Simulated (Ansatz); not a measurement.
## Electronic structure of GeH4O···HBr in real space

Input

```
crystal:
  periodic: [false, false, false]
  atoms:
    - {symbol: Ge, position_ang: [-0.837268, 0.794093, -0.167847]}
    - {symbol: Br, position_ang: [1.458173, -2.838676, -0.378606]}
    - {symbol: H, position_ang: [-0.342079, 1.396407, -1.491644]}
    - {symbol: H, position_ang: [-1.417462, 1.883499, 0.746989]}
    - {symbol: H, position_ang: [-1.800240, -0.372805, -0.376979]}
    - {symbol: H, position_ang: [1.081460, -1.536791, 0.156516]}
    - {symbol: O, position_ang: [0.560199, 0.037824, 0.683724]}
    - {symbol: H, position_ang: [1.297216, 0.636349, 0.827747]}
basis:
  gaussian: {orbitals: def2-TZVPP}
hamiltonian: {xc: pbe0, dispersion: d4}
output: {orbitals: {seedname: orbitals}}
```

Launched as:

```sh
ansatz run in.yaml --threads 4 --pin off --events-out ev --progress --plain --max-ram 9574MiB
```

The product side of a reaction path; geometry: PBE0-D4/def2-TZVP.

Theory: RKS PBE0-D4/def2-TZVPP (Ansatz).

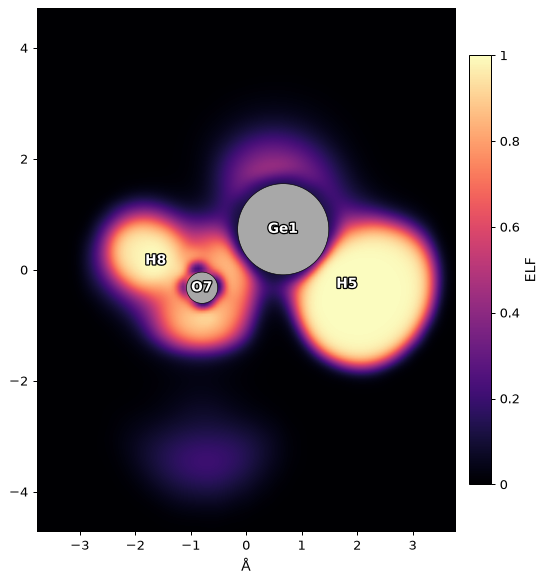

Figure 1. Electron localisation function on the plane of atoms Ge1, O7 and H8. Grey discs cover the atomic cores.

Question: Interpret the plot.

Answer: Atoms in the plane: Ge, H and O. Ge–O (1.80 Å): the ELF peaks at about 0.85 in the valence shell of O, 0.6 Å from its nucleus, and is about 0.35 at the midpoint. O–H (0.96 Å): the ELF climbs to about 1 towards the hydrogen, as it does in any bond to H (an ordinary covalent bond to hydrogen). Ge–H (1.53 Å): the ELF climbs to about 1 towards the hydrogen. The ELF also peaks beside O7, away from the bonds: lone-pair regions.

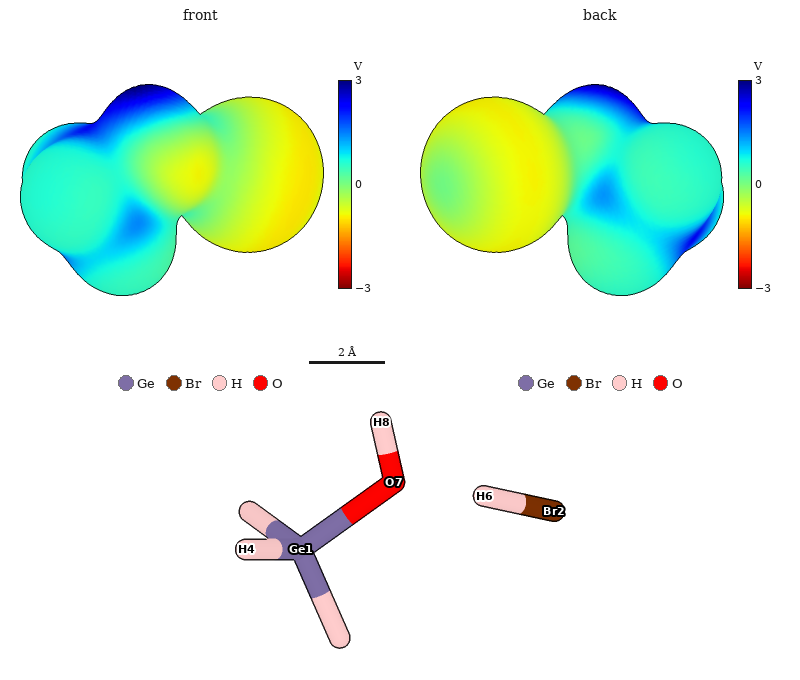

Figure 2. The molecular electrostatic potential painted on the density surface at 0.002 e/bohr³, seen from the front and from behind; red is negative and blue positive. The bare structure is drawn below in the same view.

Question: Which sites attract a positive test charge, and which a negative one?

Answer: A positive charge is drawn to the negative regions and a negative charge to the positive ones. The most negative region (about −1.0 V, or −23 kcal/mol for a unit charge) lies over Br2, the most positive (about +2.9 V, or +67 kcal/mol for a unit charge) over H8.

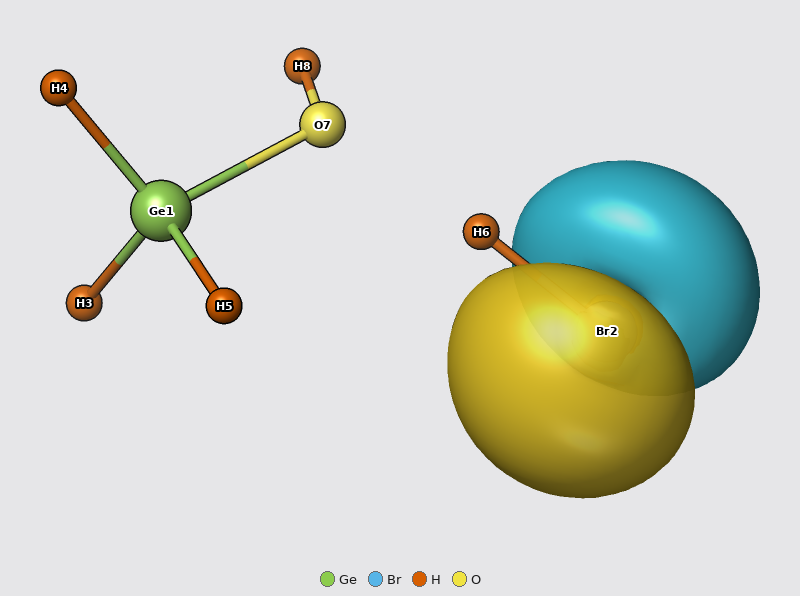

Figure 3. The HOMO−1 at ±0.15 Å⁻³ᐟ² (yellow and cyan are the two phases), seen at a tilt.

Question: Describe this orbital and give its energy.

Answer: By Hirshfeld shares it lies mainly on Br2 (about 95 %); largely a lone pair of Br2. Its energy is −7.91 eV.
